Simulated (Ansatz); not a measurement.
**CH10AsSi2 (charge +1): density, localisation and related maps**

```xyz
14

C     2.9512   -0.2776    0.7069
As    0.9833    0.3208   -2.0912
Si    2.0932    1.1460   -0.1186
Si   -0.2339    1.9029   -3.4121
H     2.2390   -1.0542    1.0224
H     3.7152   -0.7257    0.0548
H     3.4579    0.1033    1.6093
H     2.9712    2.1867   -0.7144
H     0.9432    1.7357    0.6154
H     0.0517   -0.8007   -1.7249
H     1.9726   -0.3743   -2.9843
H    -0.7953    1.1130   -4.5348
H    -1.2431    2.4336   -2.4627
H     0.8041    2.8873   -3.8056
```

Geometry: PBE0-D3(BJ)/def2-SVP.

All numbers below come from isolated molecule in a Gaussian basis; Kohn-Sham density functional theory, functional PBE0 (Ansatz).

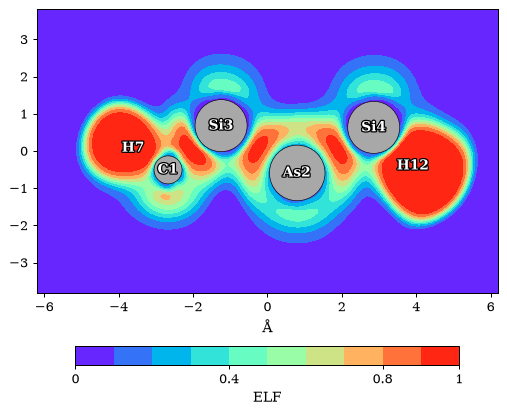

Figure 1. ELF on the plane of atoms As2, Si4 and H12. Grey discs cover the atomic cores.

### Describe what can be read from this map.

The plane passes through C, As, Si and H nuclei.
C–Si (1.86 Å): the ELF peaks at about 0.95 between the atoms (localised, covalent bonding).
Si–As (2.39 Å): the ELF peaks at about 0.95 between the atoms, as expected for a shared electron pair.
C–H (1.10 Å): the ELF climbs to about 1 towards the hydrogen, as it does in any bond to H: a covalent bond by its length.
Si–H (1.48 Å): the ELF climbs to about 1 towards the hydrogen.

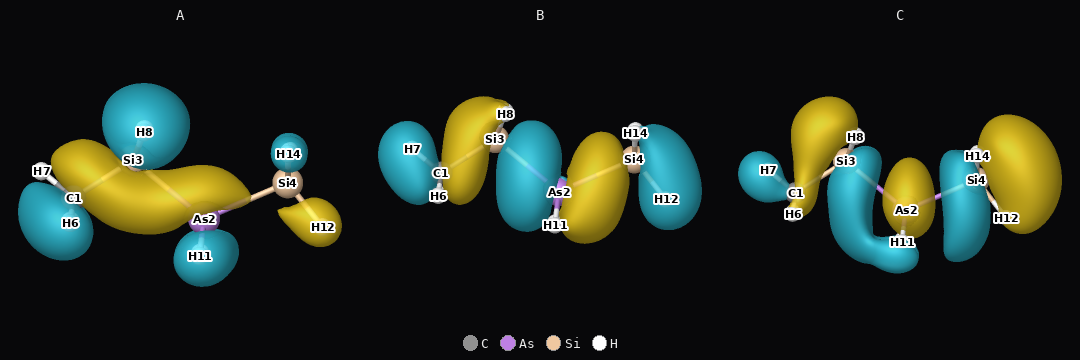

Figure 2. Three frontier orbitals at ±0.06 Å⁻³ᐟ² (yellow and cyan are the two phases), in no order.

### Order the three orbitals by energy and name them.

A is the HOMO−1 (−13.91 eV). Its weight (Hirshfeld) is mainly on Si3 (about 30 %), C1 (about 25 %), As2 (about 10 %), H8 (about 10 %) and H9 (about 10 %). B is the HOMO (−13.44 eV). By Hirshfeld shares it lies mainly on As2 (about 35 %), Si3 (about 15 %), Si4 (about 15 %), C1 (about 15 %) and H12 (about 5 %). C is the LUMO (−5.08 eV). Its weight (Hirshfeld) is mainly on Si4 (about 35 %), As2 (about 25 %) and Si3 (about 20 %).

### What is the HOMO–LUMO gap?

8.36 eV between the orbital energies.

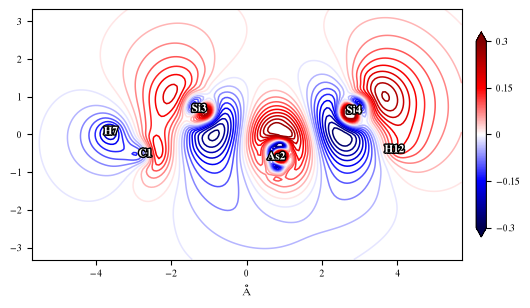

Figure 3. The LUMO on the plane of atoms Si3, C1 and H7 (values in Å⁻³ᐟ²; the overall sign is arbitrary).

### Describe this orbital and give its energy.

It lies mainly on Si4 (about 35 %), As2 (about 25 %) and Si3 (about 20 %). Its energy is −5.08 eV.
